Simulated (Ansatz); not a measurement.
# SiH4 (triplet): wB97M-V, B2PLYP, RPA-PBE over a scan of the distance Si1–H2, cc-pVTZ, part 2 of 2

Ansatz 0.2.0, Gaussian basis; cc-pVTZ, all electrons in the functionals, frozen cores in the correlation of double hybrids and RPA. The steps go on from the part before.

**13. B2PLYP, 4.124 Å**

in.yaml

```yaml
crystal:
  periodic: [false, false, false]
  atoms:
    - {symbol: Si, position_ang: [0.000614, -0.057778, -0.057377]}
    - {symbol: H, position_ang: [-0.030465, 2.868384, 2.848477]}
    - {symbol: H, position_ang: [-0.015883, -1.135410, 1.027610]}
    - {symbol: H, position_ang: [0.017111, 1.019854, -1.142364]}
    - {symbol: H, position_ang: [0.012139, -1.142885, -1.134953]}
basis:
  gaussian: {orbitals: cc-pVTZ}
magnetization: {spin_polarized: true, initial_magnetization: 2}
hamiltonian: {xc: {name: B2PLYP}}
correlation: {electrons: outside_noble_gas}
```

The run is started by

```
$ ansatz run in.yaml --threads 2 --pin off --events-out ev --progress --plain --max-ram 16896MiB --backend cuda --devices 0, --max-vram 18GiB
```

Log, cut to the lines that bear on the results:

```text
Functional definition: B2PLYP
  name "B2PLYP"
  cite "Grimme, J. Chem. Phys. 124, 034108 (2006) doi:10.1063/1.2148954"
  cite "Becke, Phys. Rev. A 38, 3098 (1988) doi:10.1103/PhysRevA.38.3098"
  cite "Lee, Yang & Parr, Phys. Rev. B 37, 785 (1988) doi:10.1103/PhysRevB.37.785"
[...]
496 factors; integrals over basis functions are off by at most 1.2e-3 eV
[...]
mean field -7932.20345957 eV, -291.5031004986 hartree, gradient 2.8e-6 eV, S^2 2.019420; 2 other end points of the search recorded, 0 dependent functions left out
5 core orbitals not correlated: weight in the atoms' cores, before any rotation towards them, 1.000 or more for the frozen orbitals, at most 0.000 for the correlated occupied ones
reference -7932.20361484 eV, -291.5031062046 hartree; 5, 3 occupied and 80, 82 virtual orbitals, 496 factors
second order -4.34317400 eV of doubles, -0.00000000 eV of singles
Total energy: -7933.37627182 eV, -291.5462005538 hartree
```

It took 1.7 s on 1 × H100 (card shared with other runs) with 2 threads of AMD EPYC 7R13, shared host; peak host memory 0.8 GiB.

From the report: ⟨S²⟩ of the determinant 2.019 (pure triplet: 2.00).

From 1.529 Å: +23.4 kcal/mol.

**14. RPA-PBE, 1.350 Å**

in.yaml

```yaml
crystal:
  periodic: [false, false, false]
  atoms:
    - {symbol: Si, position_ang: [-0.000042, 0.003993, 0.003965]}
    - {symbol: H, position_ang: [-0.010216, 0.961878, 0.955202]}
    - {symbol: H, position_ang: [-0.016539, -1.073639, 1.088952]}
    - {symbol: H, position_ang: [0.016455, 1.081624, -1.081022]}
    - {symbol: H, position_ang: [0.011483, -1.081115, -1.073611]}
basis:
  gaussian: {orbitals: cc-pVTZ}
magnetization: {spin_polarized: true, initial_magnetization: 2}
hamiltonian: {xc: {name: PBE}}
correlation: {method: rpa, electrons: outside_noble_gas}
```

Same command.

Log, cut to the lines that bear on the results:

```text
Functional definition: PBE
  name "PBE"
  cite "Perdew, Burke & Ernzerhof, Phys. Rev. Lett. 77, 3865 (1996) doi:10.1103/PhysRevLett.77.3865"
  parent pbe
[...]
496 factors; integrals over basis functions are off by at most 1.7e-3 eV
[...]
mean field -7933.62483621 eV, -291.5553351268 hartree, gradient 1.8e-6 eV, S^2 2.002882; 0 other end points of the search recorded, 0 dependent functions left out
5 core orbitals not correlated: weight in the atoms' cores, before any rotation towards them, 1.000 or more for the frozen orbitals, at most 0.000 for the correlated occupied ones
reference -7919.73042579 eV, -291.0447249616 hartree; 5, 3 occupied and 80, 82 virtual orbitals, 496 factors
Total energy: -7928.60367234 eV, -291.3708107579 hartree
```

It took 1.5 s on 1 × H100 (card shared with other runs) with 2 threads of AMD EPYC 7R13, shared host; peak host memory 0.9 GiB.

From the report: ⟨S²⟩ of the determinant 2.003 (pure triplet: 2.00).

**15. RPA-PBE, 1.529 Å**

in.yaml

```yaml
crystal:
  periodic: [false, false, false]
  atoms:
    - {symbol: Si, position_ang: [0.000000, 0.000000, 0.000000]}
    - {symbol: H, position_ang: [-0.011525, 1.085107, 1.077576]}
    - {symbol: H, position_ang: [-0.016497, -1.077632, 1.084987]}
    - {symbol: H, position_ang: [0.016497, 1.077632, -1.084987]}
    - {symbol: H, position_ang: [0.011525, -1.085107, -1.077576]}
basis:
  gaussian: {orbitals: cc-pVTZ}
magnetization: {spin_polarized: true, initial_magnetization: 2}
hamiltonian: {xc: {name: PBE}}
correlation: {method: rpa, electrons: outside_noble_gas}
```

The command is unchanged.

Log, cut to the lines that bear on the results:

```text
Functional definition: PBE
  name "PBE"
  cite "Perdew, Burke & Ernzerhof, Phys. Rev. Lett. 77, 3865 (1996) doi:10.1103/PhysRevLett.77.3865"
  parent pbe
[...]
504 factors; integrals over basis functions are off by at most 8.6e-4 eV
[...]
mean field -7933.94484571 eV, -291.5670952588 hartree, gradient 1.6e-6 eV, S^2 2.002917; 0 other end points of the search recorded, 0 dependent functions left out
5 core orbitals not correlated: weight in the atoms' cores, before any rotation towards them, 1.000 or more for the frozen orbitals, at most 0.000 for the correlated occupied ones
reference -7919.99485388 eV, -291.0544425146 hartree; 5, 3 occupied and 80, 82 virtual orbitals, 504 factors
Total energy: -7928.90319384 eV, -291.3818179699 hartree
```

Wall time 1.6 s (1 × H100 (card shared with other runs) with 2 threads of AMD EPYC 7R13, shared host); peak host memory 0.9 GiB.

From the report: ⟨S²⟩ of the determinant 2.003 (pure triplet: 2.00).

**16. RPA-PBE, 1.660 Å**

in.yaml

```yaml
crystal:
  periodic: [false, false, false]
  atoms:
    - {symbol: Si, position_ang: [0.000031, -0.002910, -0.002890]}
    - {symbol: H, position_ang: [-0.012479, 1.174933, 1.166780]}
    - {symbol: H, position_ang: [-0.016466, -1.080543, 1.082097]}
    - {symbol: H, position_ang: [0.016528, 1.074722, -1.087877]}
    - {symbol: H, position_ang: [0.011556, -1.088017, -1.080466]}
basis:
  gaussian: {orbitals: cc-pVTZ}
magnetization: {spin_polarized: true, initial_magnetization: 2}
hamiltonian: {xc: {name: PBE}}
correlation: {method: rpa, electrons: outside_noble_gas}
```

Same command.

Log, cut to the lines that bear on the results:

```text
Functional definition: PBE
  name "PBE"
  cite "Perdew, Burke & Ernzerhof, Phys. Rev. Lett. 77, 3865 (1996) doi:10.1103/PhysRevLett.77.3865"
  parent pbe
[...]
503 factors; integrals over basis functions are off by at most 1.3e-3 eV
[...]
mean field -7933.87970506 eV, -291.5647013842 hartree, gradient 3.1e-6 eV, S^2 2.003281; 0 other end points of the search recorded, 0 dependent functions left out
5 core orbitals not correlated: weight in the atoms' cores, before any rotation towards them, 1.000 or more for the frozen orbitals, at most 0.000 for the correlated occupied ones
reference -7919.89000673 eV, -291.0505894530 hartree; 5, 3 occupied and 80, 82 virtual orbitals, 503 factors
Total energy: -7928.82763633 eV, -291.3790412826 hartree
```

It took 1.9 s on 1 × H100 (card shared with other runs) with 2 threads of AMD EPYC 7R13, shared host; peak host memory 0.9 GiB.

From the report: ⟨S²⟩ of the determinant 2.003 (pure triplet: 2.00).

From 1.529 Å: +1.7 kcal/mol.

**17. RPA-PBE, 2.136 Å**

in.yaml

```yaml
crystal:
  periodic: [false, false, false]
  atoms:
    - {symbol: Si, position_ang: [0.000143, -0.013510, -0.013416]}
    - {symbol: H, position_ang: [-0.015954, 1.502077, 1.491653]}
    - {symbol: H, position_ang: [-0.016354, -1.091142, 1.071571]}
    - {symbol: H, position_ang: [0.016640, 1.064122, -1.098403]}
    - {symbol: H, position_ang: [0.011668, -1.098617, -1.090992]}
basis:
  gaussian: {orbitals: cc-pVTZ}
magnetization: {spin_polarized: true, initial_magnetization: 2}
hamiltonian: {xc: {name: PBE}}
correlation: {method: rpa, electrons: outside_noble_gas}
```

The command is unchanged.

Log, cut to the lines that bear on the results:

```text
Functional definition: PBE
  name "PBE"
  cite "Perdew, Burke & Ernzerhof, Phys. Rev. Lett. 77, 3865 (1996) doi:10.1103/PhysRevLett.77.3865"
  parent pbe
[...]
501 factors; integrals over basis functions are off by at most 1.2e-3 eV
[...]
mean field -7933.19050732 eV, -291.5393738343 hartree, gradient 3.9e-6 eV, S^2 2.008043; 0 other end points of the search recorded, 0 dependent functions left out
5 core orbitals not correlated: weight in the atoms' cores, before any rotation towards them, 1.000 or more for the frozen orbitals, at most 0.000 for the correlated occupied ones
reference -7919.35849919 eV, -291.0310569113 hartree; 5, 3 occupied and 80, 82 virtual orbitals, 501 factors
Total energy: -7928.14879482 eV, -291.3540943175 hartree
```

Wall time 1.7 s (1 × H100 (card shared with other runs) with 2 threads of AMD EPYC 7R13, shared host); peak host memory 0.9 GiB.

From the report: ⟨S²⟩ of the determinant 2.008 (pure triplet: 2.00).

From 1.529 Å: +17.4 kcal/mol.

**18. RPA-PBE, 2.840 Å**

in.yaml

```yaml
crystal:
  periodic: [false, false, false]
  atoms:
    - {symbol: Si, position_ang: [0.000310, -0.029186, -0.028984]}
    - {symbol: H, position_ang: [-0.021093, 1.985920, 1.972138]}
    - {symbol: H, position_ang: [-0.016187, -1.106818, 1.056003]}
    - {symbol: H, position_ang: [0.016807, 1.048446, -1.113971]}
    - {symbol: H, position_ang: [0.011835, -1.114293, -1.106560]}
basis:
  gaussian: {orbitals: cc-pVTZ}
magnetization: {spin_polarized: true, initial_magnetization: 2}
hamiltonian: {xc: {name: PBE}}
correlation: {method: rpa, electrons: outside_noble_gas}
```

Launched as before.

Log, cut to the lines that bear on the results:

```text
Functional definition: PBE
  name "PBE"
  cite "Perdew, Burke & Ernzerhof, Phys. Rev. Lett. 77, 3865 (1996) doi:10.1103/PhysRevLett.77.3865"
  parent pbe
[...]
495 factors; integrals over basis functions are off by at most 1.7e-3 eV
[...]
mean field -7932.80068091 eV, -291.5250479780 hartree, gradient 2.4e-6 eV, S^2 2.005495; 1 other end points of the search recorded, 0 dependent functions left out
5 core orbitals not correlated: weight in the atoms' cores, before any rotation towards them, 1.000 or more for the frozen orbitals, at most 0.000 for the correlated occupied ones
reference -7919.69029673 eV, -291.0432502459 hartree; 5, 3 occupied and 80, 82 virtual orbitals, 495 factors
Total energy: -7927.91400148 eV, -291.3454658214 hartree
```

Wall time 1.6 s (1 × H100 (card shared with other runs) with 2 threads of AMD EPYC 7R13, shared host); peak host memory 0.9 GiB.

From the report: ⟨S²⟩ of the determinant 2.005 (pure triplet: 2.00).

From 1.529 Å: +22.8 kcal/mol.

**19. RPA-PBE, 4.124 Å**

in.yaml

```yaml
crystal:
  periodic: [false, false, false]
  atoms:
    - {symbol: Si, position_ang: [0.000614, -0.057778, -0.057377]}
    - {symbol: H, position_ang: [-0.030465, 2.868384, 2.848477]}
    - {symbol: H, position_ang: [-0.015883, -1.135410, 1.027610]}
    - {symbol: H, position_ang: [0.017111, 1.019854, -1.142364]}
    - {symbol: H, position_ang: [0.012139, -1.142885, -1.134953]}
basis:
  gaussian: {orbitals: cc-pVTZ}
magnetization: {spin_polarized: true, initial_magnetization: 2}
hamiltonian: {xc: {name: PBE}}
correlation: {method: rpa, electrons: outside_noble_gas}
```

Launched as before.

Log, cut to the lines that bear on the results:

```text
Functional definition: PBE
  name "PBE"
  cite "Perdew, Burke & Ernzerhof, Phys. Rev. Lett. 77, 3865 (1996) doi:10.1103/PhysRevLett.77.3865"
  parent pbe
[...]
496 factors; integrals over basis functions are off by at most 1.2e-3 eV
[...]
mean field -7932.75446226 eV, -291.5233494738 hartree, gradient 4.1e-6 eV, S^2 2.010515; 4 other end points of the search recorded, 0 dependent functions left out
5 core orbitals not correlated: weight in the atoms' cores, before any rotation towards them, 1.000 or more for the frozen orbitals, at most 0.000 for the correlated occupied ones
reference -7919.81040147 eV, -291.0476640137 hartree; 5, 3 occupied and 80, 82 virtual orbitals, 496 factors
Total energy: -7927.93641074 eV, -291.3462893464 hartree
```

It took 1.9 s on 1 × H100 (card shared with other runs) with 2 threads of AMD EPYC 7R13, shared host; peak host memory 0.9 GiB.

From the report: ⟨S²⟩ of the determinant 2.011 (pure triplet: 2.00).

From 1.529 Å: +22.3 kcal/mol.

**20. The comparison**

The yardstick is UCCSDT(Q), where the cluster series has nearly closed. It comes from earlier runs at the same points. Energies in kcal/mol, counted from 1.529 Å; blanks weren't run or aren't comparable.

```tsv
level	1.350 Å	1.529 Å	1.660 Å	2.136 Å	2.840 Å	4.124 Å
UCCSDT(Q)	6.8	0.0	1.8	15.7	20.2	20.4
wB97M-V	6.2	0.0	2.3	17.9	23.4	23.4
B2PLYP	6.3	0.0	2.2	17.5	23.0	23.4
RPA-PBE	6.9	0.0	1.7	17.4	22.8	22.3
```

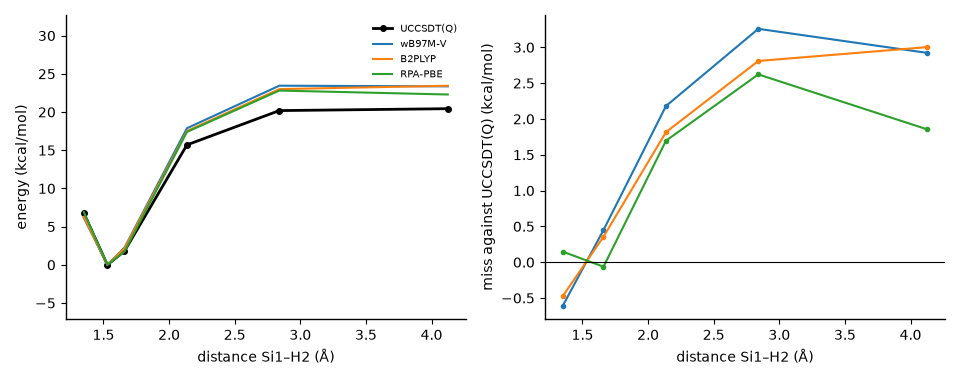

Left: the curves (the axis may cut off levels that run far away). Right: misses against UCCSDT(Q), in the same colours.

Largest miss and mean time a point (UCCSDT(Q) took 6.2 s a point; shared hosts):

```tsv
level	largest miss (kcal/mol)	where	time a point
wB97M-V	+3.3	2.840 Å	2.7 s
B2PLYP	+3.0	4.124 Å	2 s
RPA-PBE	+2.6	2.840 Å	1.7 s
```

**21. Summary of results**

What follows sums up all 2 parts.

| quantity | value |
| --- | --- |
| span of the UCCSDT(Q) curve | 20.4 kcal/mol |
| largest miss, wB97M-V | +3.3 kcal/mol (2.840 Å) |
| largest miss, B2PLYP | +3.0 kcal/mol (4.124 Å) |
| largest miss, RPA-PBE | +2.6 kcal/mol (2.840 Å) |

Of the functionals, RPA-PBE keep the smallest largest miss at the points compared (at most 2.6 kcal/mol) and wB97M-V strays most (3.3 kcal/mol, at 2.840 Å). Functionals and the yardstick converge differently with the basis, so part of each miss in cc-pVTZ is the basis.
